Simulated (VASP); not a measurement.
Band structure of HfN (relaxed from the rock salt structure, space group Fm-3m). Computed with PBE GGA, VASP's PBE PAW potentials (set 64) (plane waves; VASP).

Unless said otherwise, spin-orbit coupling is left out, though it shifts the bands of the heavy elements here.

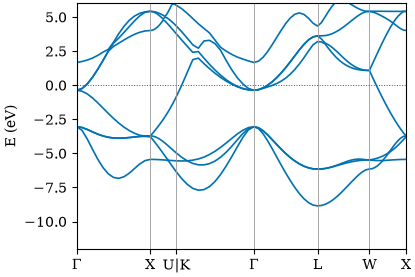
Bands along high-symmetry lines, zero at the valence-band maximum or, without a gap, the Fermi level

Task: Read the plot: is there a gap, and where are the band edges?

Result: It has no gap at this level: it comes out as a metal or semimetal. (Edges off the drawn lines would not show.)

The structure was generated: HfN was put into the rock salt type (Fm-3m), which need not be its known phase. It was relaxed first, which changed the volume by -38 %. The electron count is odd and the run is not spin-polarised, which forces a metal.
